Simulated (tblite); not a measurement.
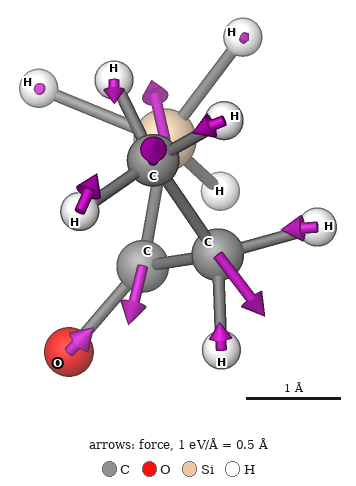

Starting geometry of C$_{3}$H$_{8}$OSi with the computed forces as purple arrows. A ball-and-stick model, seen from a free direction.

Method: GFN2-xTB geometry optimisation, gas phase (tblite 0.8.0). 

**Is this structure relaxed? If not, where do the atoms go?**

It isn't relaxed: the largest force vector, on the Si atom, is 1.75 eV/Å. The final displacements have little in common with the starting forces (cosine between the two patterns 0.14). The atom that moves furthest after the best rigid fit is the O atom (0.77 Å). By element the largest moves are O 0.77 Å, H 0.70 Å, C 0.28 Å, Si 0.13 Å. Among the contacts that change: C–Si 1.851 → 1.926 Å, C–H 1.115 → 1.088 Å, C–C 1.501 → 1.525 Å, C–O 1.222 → 1.211 Å. Bond angles that change, for instance: C–C–H 112.5° → 106.9°, C–Si–H 112.7° → 108.4°, C–C–C 107.6° → 111.8°. Groups turn about C–Si by about 40°, C–C by about 25°, C–C by about 25°. After 128 geometry steps the energy has fallen by 0.257 eV. The run took 0.42 s on 1 thread of Arm Neoverse V2, with other jobs on the host.
